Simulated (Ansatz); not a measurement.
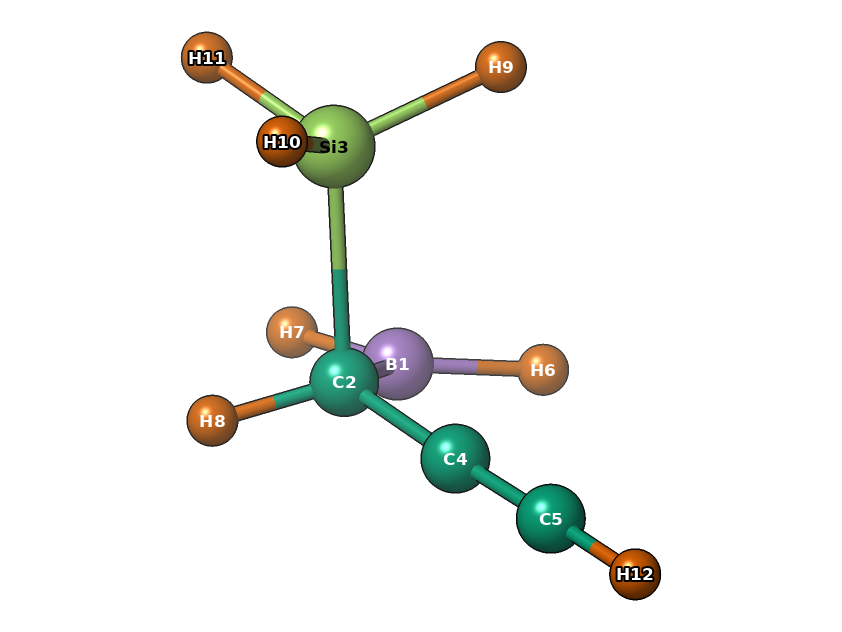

B1 lies behind C2. The molecule seen a little off the C2–B1 bond, C2 in front. Atoms fade into the background with distance from the viewer. Computed geometry: PBE-D4/def2-SVP optimisation. No frequency run is at hand to confirm it as a minimum.

Q: What is the torsion angle Si3–C2–B1–H6? The sign is positive where the front bond must turn clockwise to cover the back bond.

A: 94°, about perpendicular.
